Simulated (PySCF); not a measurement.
SMILES OB(O)[SiH2][SeH] at its PBE0/def2-SVP optimised geometry (Å):

```
10

O      1.3881    -1.4540    -0.9612
B      0.5992    -0.8993     0.0000
O      1.1953    -0.2583     1.0348
Si    -1.4384    -0.8993     0.0000
Se    -2.1587     1.2835     0.0000
H      0.8992    -1.8737    -1.6745
H      2.1587    -0.2627     0.9539
H     -2.0098    -1.6635     1.1544
H     -2.0181    -1.4860    -1.2515
H     -1.1623     1.6635     1.0146
```

Calculation: PBE0/def2-TZVP run with PySCF. Cells within 0.4 Å of a nucleus heavier than hydrogen are left out (blank, or x).

Map of the electron localisation function on the plane z = 0.0 Å:

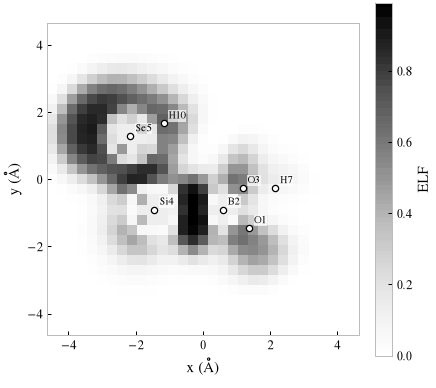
Electron localisation function on the plane z = 0.0 Å.
